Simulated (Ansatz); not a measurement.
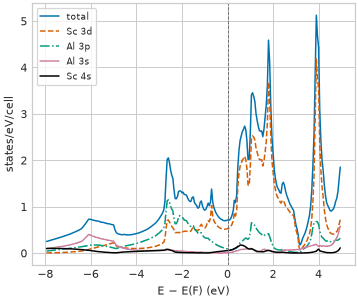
Fig. 1. Total and projected density of states of ScAl (CsCl type, space group No. 221), plane-wave PAW r²SCAN (Ansatz code)

Problem. Which orbitals carry the states next to the Fermi level?

Solution. Within 0.5 eV of the Fermi level: Sc 3d 75 %, Al 3p 13 %, Sc 4s 7 %. Projections are on Löwdin-orthogonalised atomic valence shells; empty p or d shells of many metals are not among them.

Problem. Where is the tallest occupied peak in this window, and what makes it?

Solution. Near -2.6 eV, about 2.1 states/eV per cell; the largest projected share is Al 3p.

Space group Pm-3m (CsCl type). The workflow started from a Materials Project entry (that database holds measured and hypothetical structures alike); the Crystallography Open Database copy checked does not list it. With Sc and Al taken as one species the cell has the higher symmetry Im-3m, so it may be an ordered model of a mixed-site phase. Whether it is the stable phase at ambient conditions was not checked. The cell was relaxed with r²SCAN under the symmetry of its start; of distortions, only those at the zone centre were tested. The run is not spin-polarised.

Potentials: the later of the program's two PAW sets.
